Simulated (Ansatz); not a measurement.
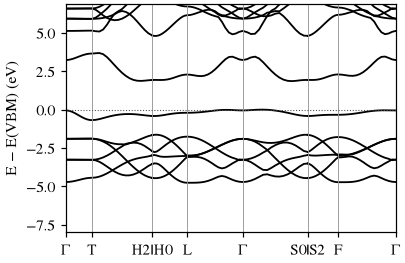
*Band structure from DFT-PBE in the program Ansatz with PAW potentials*

Problem. Read off the gap and where the band edges lie.

Solution. About 1.9 eV (1.86 eV by a search for the band edges); maximum on the Γ–S0 line, 29 % of the way from Γ, minimum on the Γ–S0 line, 75 % of the way from Γ.

The material is HfO2 in space group R3m (No. 160; Hf on 3a, O on 3a, O on 3a).

The cell is a constructed one: a structure type filled with these elements; neither database checked (COD, Materials Project) lists it. It is not the phase usual at ambient conditions (space group No. 14, 29). Symmetry was held in the PBE relaxation; whether a distortion lowers the energy is not shown. No spin polarisation was allowed. A crystal of weakly bound layers computed without a dispersion correction: the cell and the soft elastic constants depend strongly on that. Spin–orbit coupling is left out wherever it is not named.

Potentials: the later of the program's two PAW sets.
